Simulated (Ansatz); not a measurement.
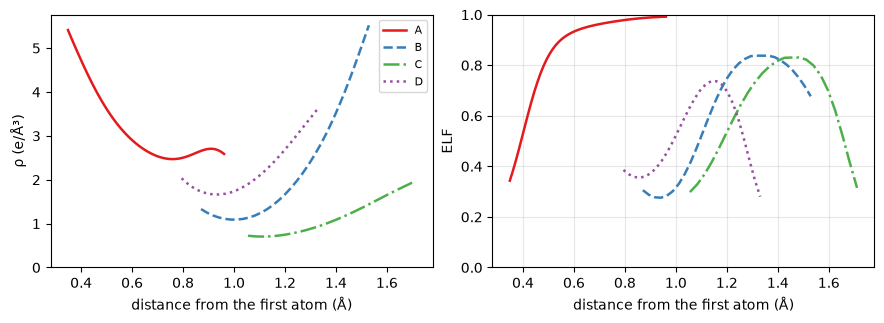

The picture shows: ClH3MoN2O (SMILES [NH]=[Mo](=[NH])([OH])[Cl]). Electron density and electron localisation function along straight lines between neighbouring atoms. The curves leave out the atomic cores.

Geometry: PBE0-D4/def2-TZVP; core potentials replace the inner electrons of Mo.

These are results of Ansatz, RKS PBE0-D4/def2-TZVPP, not measurements.

```xyz
8

N    -1.0652    0.8036    0.6623
Mo    0.0700    0.0171   -0.3621
N     1.6393    0.0958    0.3307
O    -0.3962   -1.7997   -0.5170
Cl    0.1086    1.1362   -2.3497
H    -1.3010    1.3603    1.4736
H     2.3263    0.4068    1.0039
H    -1.2896   -2.0771   -0.2975
```

Q: Which curve belongs to which contact (Mo–Cl, Mo–N, Mo–O and O–H)? The first atom named is at distance zero.

A: Curve A: O–H (0.96 Å): ρ is about 3.8 e/Å³ halfway; the ELF climbs to about 1 towards the hydrogen, as it does in any bond to H; an ordinary covalent bond to hydrogen. Curve B: Mo–O (1.88 Å): the density is about 1.1 e/Å³ at the midpoint; the ELF peaks at about 0.85 in the valence shell of O, 0.6 Å from its nucleus, and drops to about 0.30 between the two atoms. Curve C: Mo–Cl (2.28 Å): ρ is about 0.71 e/Å³ halfway; the ELF peaks at about 0.85 in the valence shell of Cl, 0.8 Å from its nucleus, and is about 0.40 at the midpoint. Curve D: Mo–N (1.72 Å): ρ at the midpoint is about 1.8 e/Å³; the ELF peaks at about 0.75 in the valence shell of N, 0.6 Å from its nucleus, and is about 0.35 at the midpoint.
